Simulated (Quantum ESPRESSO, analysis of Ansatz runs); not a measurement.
## Migration in Li2SnF6 (P-31m): V_Li hop (4.5 Å), charge −1 (Quantum ESPRESSO)

How high is the barrier when Li changes place in Li2SnF6 (P-31m)? The case: V_Li hop (4.5 Å), charge −1, in a cell of 72 host atoms with 1 Li taken out.

Main program and level: Quantum ESPRESSO 7.5; Quantum ESPRESSO plane-wave DFT, PBEsol, GBRV 1.5 PBEsol potentials; nudged elastic band between two relaxed defect structures at fixed charge in a uniform background.

**1. Starting point**

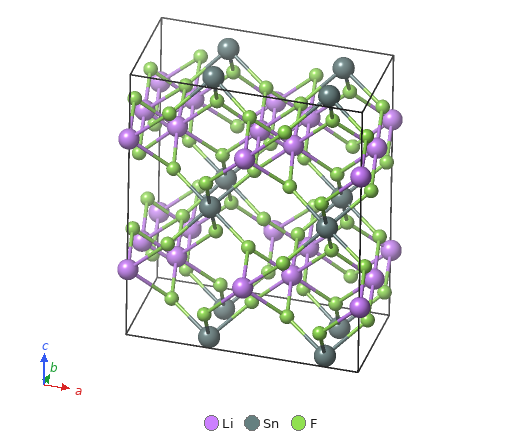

The cell as given, slightly off an axis (lithium purple, tin teal, fluorine green). Some periodic images of atoms are drawn too.

The cell holds 71 atoms: 15 Li, 8 Sn and 48 F. Cell: a = 9.882 Å, b = 9.882 Å, c = 9.112 Å, α = 90.0°, β = 90.0°, γ = 120.0°. It derives from Li2SnF6 (space group P-31m). Nearest the centre at fractional (0.667, 0.333, 0.000): F53 at 2.01 Å, F69 at 2.01 Å, F49 at 2.01 Å, F44 at 2.02 Å, F59 at 2.03 Å, F40 at 2.04 Å, Li38 at 2.27 Å, Sn21 at 2.83 Å. The cell carries charge −1.

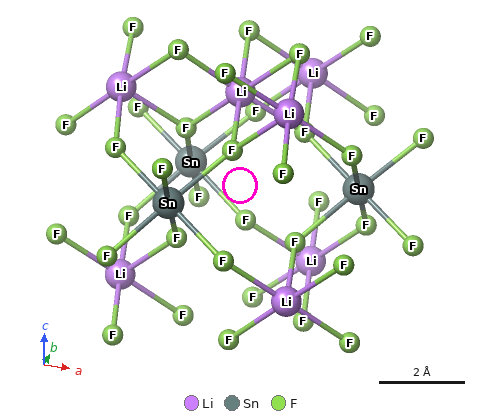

The atoms within 5 Å of the centre. A ring marks the middle of the ideal hop wherever no atom is near it.

The cell's shortest repeat is 9.1 Å.

**2. Relaxation of the start point, charge −1**

A barrier is counted from a minimum, so both ends are relaxed first. Small random displacements break the symmetry of the ideal sites, so that the defect can distort if it gains by it. The charge of −1 is set by the electron count, and a uniform background keeps the cell neutral.

File pw.in:

```
&CONTROL
  calculation = 'relax'
  prefix = 'pwscf'
  outdir = './tmp'
  pseudo_dir = './pseudo'
  tprnfor = .true.
  disk_io = 'low'
  nstep = 70
  forc_conv_thr = 0.00078
  etot_conv_thr = 0.0001
/
&SYSTEM
  ibrav = 0
  nat = 71
  ntyp = 3
  ecutwfc = 40
  ecutrho = 324
  nbnd = 251
  occupations = 'fixed'
  tot_charge = -1
  nosym = .true.
/
&ELECTRONS
  conv_thr = 7d-08
  electron_maxstep = 100
  mixing_beta = 0.5
/
&IONS
  ion_dynamics = 'bfgs'
/
ATOMIC_SPECIES
Li     6.9400 li_pbesol_v1.4.uspp.F.UPF
Sn   118.7100 sn_pbesol_v1.4.uspp.F.UPF
F     18.9984 f_pbesol_v1.4.uspp.F.UPF
CELL_PARAMETERS angstrom
   9.8824569602    0.0000000007    0.0000000000
  -4.9412285801    8.5584588632    0.0000000000
   0.0000000000    0.0000000000    9.1124854425
ATOMIC_POSITIONS crystal
Li     0.3301579871    0.1644018895    0.2511854170
Li     0.1660558835    0.3338746889    0.2531090450
Sn     0.0007261271    0.0005879861   -0.0032115252
F      0.1667329829    0.1661022655    0.1256342801
F      0.3397838648    0.3382512388    0.3726066621
F      0.3376897919   -0.0021082311    0.1270644039
F      0.1653540864    0.0030247318    0.3714235043
F     -0.0021931715    0.3330634350    0.1279697085
F     -0.0033746551    0.1622858800    0.3722469459
Li     0.3356681572    0.1660356526    0.7514919195
Li     0.1638809835    0.3334183645    0.7488064376
Sn     0.0013193448    0.0022545226    0.5025122696
F      0.1615206605    0.1606293164    0.6283952509
F      0.3363306572    0.3352724902    0.8699903658
F      0.3378537583    0.0033907940    0.6261067635
F      0.1662853735    0.0007008312    0.8709770077
F     -0.0006241631    0.3385375434    0.6286490310
F      0.0013417991    0.1617931994    0.8743305428
Li     0.3330033994    0.6652208628    0.2470313337
Li     0.1651950557    0.8316609760    0.2528100820
Sn    -0.0021887286    0.5005712607    0.0018302498
F      0.1664122451    0.6663442571    0.1254197108
F      0.3372903985    0.8342975561    0.3746930872
F      0.3382097911    0.4988354171    0.1253514714
F      0.1664979960    0.5011565577    0.3750135149
F     -0.0021431865    0.8342489079    0.1245543974
F      0.0032804521    0.6663546144    0.3733643700
Li     0.3306400392    0.6633969336    0.7496995820
Li     0.1696725262    0.8363836799    0.7497712894
Sn    -0.0034590641    0.4986716256    0.5003078831
F      0.1666593084    0.6643689827    0.6254238138
F      0.3386914599    0.8352717666    0.8731851432
F      0.3336657724    0.4989387509    0.6290506376
F      0.1625015577    0.5017967583    0.8747890756
F     -0.0014137253    0.8331208635    0.6255966491
F      0.0011187371    0.6622513275    0.8708202641
Li     0.8303680947    0.1651942112    0.2517556707
Li     0.6635634098    0.3323562198    0.2486016059
Sn     0.4975553392   -0.0010921221    0.0023551650
F      0.6639016455    0.1638752156    0.1302063984
F      0.8368137843    0.3346173057    0.3755576688
F      0.8377960731    0.0010589500    0.1298887749
F      0.6606341404   -0.0023114097    0.3716872331
F      0.5026459245    0.3389640284    0.1285400128
F      0.4985601815    0.1610473183    0.3752495283
Li     0.8320708503    0.1640175976    0.7521549431
Sn     0.5021237443    0.0009644579    0.5026170225
F      0.6627474248    0.1603079248    0.6265328387
F      0.8332763665    0.3333871604    0.8725210681
F      0.8358297266   -0.0016664584    0.6297949135
F      0.6645656751   -0.0022531144    0.8718176581
F      0.5029247770    0.3380355952    0.6287162925
F      0.5024191850    0.1631141598    0.8744841155
Li     0.8329333848    0.6694265599    0.2493727087
Li     0.6642187463    0.8335822913    0.2482676357
Sn     0.4977616764    0.4994368074    0.0024608023
F      0.6661041341    0.6643004888    0.1246341314
F      0.8346473889    0.8378874049    0.3743327277
F      0.8346951817    0.4999562117    0.1297162714
F      0.6646479700    0.4987525625    0.3756229407
F      0.4990703784    0.8372333835    0.1297239028
F      0.5012382805    0.6660833239    0.3754720729
Li     0.8367972697    0.6680122975    0.7497193266
Li     0.6650459637    0.8313224570    0.7526127353
Sn     0.4993466187    0.5025979898    0.5006336939
F      0.6657383502    0.6661776591    0.6290560601
F      0.8365680531    0.8335975708    0.8719604242
F      0.8393535206    0.5029168127    0.6262711473
F      0.6632128760    0.4972810875    0.8712402418
F      0.5008078716    0.8387882941    0.6246284989
F      0.5011982131    0.6670915536    0.8725732809
K_POINTS gamma
```

Command:

```sh
> OMP_NUM_THREADS=1 mpirun -n 4 pw.x -in pw.in > pw.out
```

What it wrote:

```text
[shortened: banners, details of potentials and solvers, and blank lines are left out]
     gamma-point specific algorithms are used
     one sub-group per band group will be used
     scalapack distributed-memory algorithm (size of sub-group:  2*  2 procs)
     bravais-lattice index     =            0
     lattice parameter (alat)  =      18.6751  a.u.
     unit-cell volume          =    5201.0850 (a.u.)^3
     number of atoms/cell      =           71
     number of atomic types    =            3
     number of electrons       =       494.00
     number of Kohn-Sham states=          251
     kinetic-energy cutoff     =      40.0000  Ry
     charge density cutoff     =     324.0000  Ry
     scf convergence threshold =      7.0E-08
     mixing beta               =       0.5000
     number of iterations used =            8  plain     mixing
     energy convergence thresh.=      1.0E-04
     force convergence thresh. =      7.8E-04
     Exchange-correlation= SLA  PW   PSX  PSC
                           (   1   4  10   8   0   0   0)
     nstep                     =           70
     crystal axes: (cart. coord. in units of alat)
               a(1) = (   1.000000   0.000000   0.000000 )
               a(2) = (  -0.500000   0.866025   0.000000 )
               a(3) = (   0.000000   0.000000   0.922087 )
     PseudoPot. # 1 for Li read from file:
     li_pbesol_v1.4.uspp.F.UPF
     Pseudo is Ultrasoft, Zval =  3.0
     PseudoPot. # 2 for Sn read from file:
     sn_pbesol_v1.4.uspp.F.UPF
     Pseudo is Ultrasoft + core correction, Zval = 14.0
[...]
PseudoPot. # 3 for F  read from file:
     f_pbesol_v1.4.uspp.F.UPF
     Pseudo is Ultrasoft, Zval =  7.0
     atomic species   valence    mass     pseudopotential
     Li                3.00     6.94000     Li( 1.00)
     Sn               14.00   118.71000     Sn( 1.00)
     F                 7.00    18.99840     F ( 1.00)
     No symmetry found
     site n.     atom                  positions (alat units)
         1        Li     tau(   1) = (   0.2479570   0.1423762   0.2316148  )
         2        Li     tau(   2) = (  -0.0008815   0.2891440   0.2333886  )
         3        Sn     tau(   3) = (   0.0004321   0.0005092  -0.0029613  )
         4        F      tau(   4) = (   0.0836818   0.1438488   0.1158457  )
         5        F      tau(   5) = (   0.1706582   0.2929342   0.3435758  )
         6        F      tau(   6) = (   0.3387439  -0.0018258   0.1171644  )
         7        F      tau(   7) = (   0.1638417   0.0026195   0.3424848  )
         8        F      tau(   8) = (  -0.1687249   0.2884414   0.1179992  )
[...]
number of k points=     1
                       cart. coord. in units 2pi/alat
        k(    1) = (   0.0000000   0.0000000   0.0000000), wk =   2.0000000
     Dense  grid:   256154 G-vectors     FFT dimensions: ( 108, 108, 100)
     Smooth grid:    88889 G-vectors     FFT dimensions: (  75,  75,  72)
     starting charge     478.2375, renormalised to     494.0000
     Self-consistent Calculation
     iteration #  1     ecut=    40.00 Ry     beta= 0.50
     total energy              =   -3819.93921814 Ry
     estimated scf accuracy    <       5.89884233 Ry
     iteration #  2     ecut=    40.00 Ry     beta= 0.50
     total energy              =   -3821.57906487 Ry
     estimated scf accuracy    <       0.48393561 Ry
     iteration #  3     ecut=    40.00 Ry     beta= 0.50
     total energy              =   -3821.65880365 Ry
     estimated scf accuracy    <       0.05258368 Ry
[...]
[... 110 further cycles ...]
[...]
estimated scf accuracy    <       0.00000019 Ry
     iteration #  4     ecut=    40.00 Ry     beta= 0.50
     total energy              =   -3821.72233392 Ry
     estimated scf accuracy    <       0.00000002 Ry
     iteration #  5     ecut=    40.00 Ry     beta= 0.50
     total energy              =   -3821.72233392 Ry
     estimated scf accuracy    <          2.0E-09 Ry
     iteration #  6     ecut=    40.00 Ry     beta= 0.50
     End of self-consistent calculation
          k = 0.0000 0.0000 0.0000 ( 11133 PWs)   bands (ev):
   -38.3491 -38.3257 -38.3196 -38.3185 -38.3078 -38.3052 -38.3028 -38.2970
   -38.2547 -38.2527 -38.2511 -38.2108 -38.0178 -38.0176 -38.0164 -19.1405
   -19.1382 -19.0678 -19.0657 -19.0632 -19.0385 -19.0370 -19.0202 -18.9957
   -18.9949 -18.9801 -18.9738 -18.9736 -18.9604 -18.9544 -18.9531 -18.9462
   -18.6982 -18.6910 -18.6472 -18.6455 -18.5115 -18.4610 -18.4598 -18.4091
   -18.3598 -18.3597 -18.3036 -18.2198 -18.2189 -18.1912 -18.1907 -18.1688
   -18.1542 -18.1417 -18.1194 -18.1177 -18.0906 -18.0483 -18.0475 -18.0119
   -18.0109 -17.9947 -17.9324 -17.9308 -17.9291 -17.8700 -17.8673 -16.6160
[...]
highest occupied, lowest unoccupied level (ev):     1.9303    6.9740
!    total energy              =   -3821.72233392 Ry
     estimated scf accuracy    <          2.7E-10 Ry
     The total energy is the sum of the following terms:
     one-electron contribution =   -1735.74444977 Ry
     hartree contribution      =    1144.96826004 Ry
     xc contribution           =    -836.70479782 Ry
     ewald contribution        =   -2394.24134638 Ry
     convergence has been achieved in   6 iterations
     Forces acting on atoms (cartesian axes, Ry/au):
     atom    1 type  1   force =     0.00001979    0.00003387    0.00006080
     atom    2 type  1   force =    -0.00016107    0.00016928    0.00007221
     atom    3 type  2   force =     0.00003492   -0.00004543   -0.00007717
     atom    4 type  3   force =     0.00011249   -0.00030925   -0.00012050
     atom    5 type  3   force =     0.00044887    0.00051592    0.00076149
     atom    6 type  3   force =     0.00026262    0.00010194   -0.00047415
     atom    7 type  3   force =    -0.00027299   -0.00010306    0.00013595
     atom    8 type  3   force =    -0.00043325    0.00058482   -0.00089680
[...]
Total force =     0.003849     Total SCF correction =     0.000053
     Energy error            =      3.1E-05 Ry
     Gradient error          =      9.0E-04 Ry/Bohr
     number of scf cycles    =  18
     number of bfgs steps    =  17
     energy             old  =   -3821.7223025718 Ry
     energy             new  =   -3821.7223339242 Ry
     CASE: energy            _new < energy            _old
     new trust radius        =       0.0036478140 bohr
     new conv_thr            =       0.0000000007 Ry
ATOMIC_POSITIONS (crystal)
Li               0.3335214294        0.1665673546        0.2505290952
Li               0.1668294595        0.3332732687        0.2503769811
Sn               0.0002684851       -0.0000161157       -0.0014308127
F                0.1632291254        0.1628619145        0.1272481261
F                0.3347285378        0.3378488576        0.3699645786
F                0.3346803907       -0.0033346949        0.1308278109
F                0.1632530763        0.0003282837        0.3735527630
F                0.0031394121        0.3377403483        0.1308960231
[...]
Self-consistent Calculation
     iteration #  1     ecut=    40.00 Ry     beta= 0.50
     total energy              =   -3821.72235507 Ry
     estimated scf accuracy    <       0.00001180 Ry
     iteration #  2     ecut=    40.00 Ry     beta= 0.50
     total energy              =   -3821.72235565 Ry
     estimated scf accuracy    <       0.00000157 Ry
     iteration #  3     ecut=    40.00 Ry     beta= 0.50
     total energy              =   -3821.72235586 Ry
     estimated scf accuracy    <       0.00000018 Ry
     iteration #  4     ecut=    40.00 Ry     beta= 0.50
     total energy              =   -3821.72235590 Ry
     estimated scf accuracy    <       0.00000002 Ry
     iteration #  5     ecut=    40.00 Ry     beta= 0.50
     total energy              =   -3821.72235590 Ry
     estimated scf accuracy    <          2.1E-09 Ry
     iteration #  6     ecut=    40.00 Ry     beta= 0.50
     End of self-consistent calculation
          k = 0.0000 0.0000 0.0000 ( 11133 PWs)   bands (ev):
   -38.3449 -38.3269 -38.3208 -38.3198 -38.3082 -38.3061 -38.3042 -38.2980
   -38.2552 -38.2535 -38.2532 -38.2126 -38.0186 -38.0181 -38.0175 -19.1418
   -19.1406 -19.0695 -19.0681 -19.0609 -19.0381 -19.0375 -19.0214 -18.9945
   -18.9940 -18.9822 -18.9722 -18.9719 -18.9581 -18.9562 -18.9555 -18.9454
   -18.6990 -18.6935 -18.6458 -18.6454 -18.5131 -18.4603 -18.4598 -18.4098
   -18.3614 -18.3606 -18.3038 -18.2203 -18.2199 -18.1928 -18.1918 -18.1700
   -18.1543 -18.1424 -18.1198 -18.1192 -18.0911 -18.0489 -18.0483 -18.0126
   -18.0116 -17.9945 -17.9297 -17.9290 -17.9281 -17.8671 -17.8661 -16.6151
[...]
highest occupied, lowest unoccupied level (ev):     1.9314    6.9759
!    total energy              =   -3821.72235591 Ry
     estimated scf accuracy    <          2.4E-10 Ry
     The total energy is the sum of the following terms:
     one-electron contribution =   -1735.88648627 Ry
     hartree contribution      =    1145.04184042 Ry
     xc contribution           =    -836.70744299 Ry
     ewald contribution        =   -2394.17026707 Ry
     convergence has been achieved in   6 iterations
     Forces acting on atoms (cartesian axes, Ry/au):
     atom    1 type  1   force =     0.00000060    0.00004735    0.00002246
     atom    2 type  1   force =    -0.00017259    0.00024724    0.00004833
     atom    3 type  2   force =    -0.00007314   -0.00001018   -0.00023788
     atom    4 type  3   force =     0.00007286   -0.00023981   -0.00006683
     atom    5 type  3   force =     0.00023571    0.00006853    0.00045264
     atom    6 type  3   force =     0.00013145    0.00011616   -0.00039706
     atom    7 type  3   force =    -0.00024469   -0.00015472    0.00000798
     atom    8 type  3   force =    -0.00004864    0.00004646   -0.00039025
[...]
Total force =     0.002637     Total SCF correction =     0.000057
     Energy error            =      2.2E-05 Ry
     Gradient error          =      4.8E-04 Ry/Bohr
     bfgs converged in  19 scf cycles and  18 bfgs steps
     (criteria: energy <  1.0E-04 Ry, force <  7.8E-04 Ry/Bohr)
     End of BFGS Geometry Optimization
     Final energy             =   -3821.7223559055 Ry
Begin final coordinates
ATOMIC_POSITIONS (crystal)
Li               0.3335214294        0.1665673546        0.2505290952
Li               0.1668294595        0.3332732687        0.2503769811
Sn               0.0002684851       -0.0000161157       -0.0014308127
F                0.1632291254        0.1628619145        0.1272481261
F                0.3347285378        0.3378488576        0.3699645786
F                0.3346803907       -0.0033346949        0.1308278109
F                0.1632530763        0.0003282837        0.3735527630
F                0.0031394121        0.3377403483        0.1308960231
[...]
End final coordinates
   JOB DONE.
```

Elapsed: 8.7 min, on 4 MPI ranks of Arm Neoverse V2, shared host; peak memory 1.3 GiB.

Step by step:

| step | energy less that of the first step (eV) |
| --- | --- |
| 0 | 0.0000 |
| 1 | -0.4837 |
| 2 | -0.5720 |
| 3 | -0.6342 |
| 4 | -0.6913 |
| 5 | -0.7271 |
| 6 | -0.7435 |
| 7 | -0.7608 |
| 8 | -0.7685 |
| 9 | -0.7733 |
| 10 | -0.7779 |
| 11 | -0.7825 |
| 12 | -0.7843 |
| 13 | -0.7855 |
| 14 | -0.7863 |
| 15 | -0.7871 |
| 16 | -0.7879 |
| 17 | -0.7884 |
| 18 | -0.7887 |

The atoms that moved most (Å):

| atom | dx | dy | dz | length |
| --- | --- | --- | --- | --- |
| Li63 | -0.026 | -0.175 | 0.007 | 0.177 |
| Li46 | -0.141 | 0.103 | -0.014 | 0.176 |
| Li10 | 0.121 | 0.088 | -0.012 | 0.150 |
| F69 | -0.020 | 0.087 | 0.080 | 0.120 |
| F52 | -0.079 | -0.034 | -0.073 | 0.113 |
| F49 | 0.076 | 0.000 | 0.071 | 0.104 |
| F53 | -0.071 | -0.038 | 0.050 | 0.095 |
| F57 | -0.044 | 0.008 | 0.055 | 0.071 |

Neighbours of Li38 at the end:

| atom | distance (Å) |
| --- | --- |
| F41 | 2.004 |
| F60 | 2.004 |
| F45 | 2.006 |
| F44 | 2.006 |
| F59 | 2.007 |
| F40 | 2.008 |
| Li1 | 2.852 |
| Li54 | 2.853 |
| Li37 | 2.854 |

Numbers from this step:

```yaml
highest_filled_level: 1.931 eV
lowest_empty_level: 6.976 eV
r_m_s_move_of_the_farther_half_of_the_atoms: 0.01602 Å
largest_move_from_the_ideal_geometry_of_this_structure_a_common_shift_of_the_far_atoms_taken_out: 0.1669 Å
```

The relaxation gained 0.789 eV and ended with a largest force component of 0.012 eV/Å.

[end of part 1 of 3]

[Logs are printed without paths, hosts, clocks, repeated set-up lines and the standing remarks that a program may print on its own settings, such as how far it seeks lower states.]

[Hosts, paths, dates, database ids (printed as entryN), source tags and the programs' standing remarks are cut or masked in the printed files.]
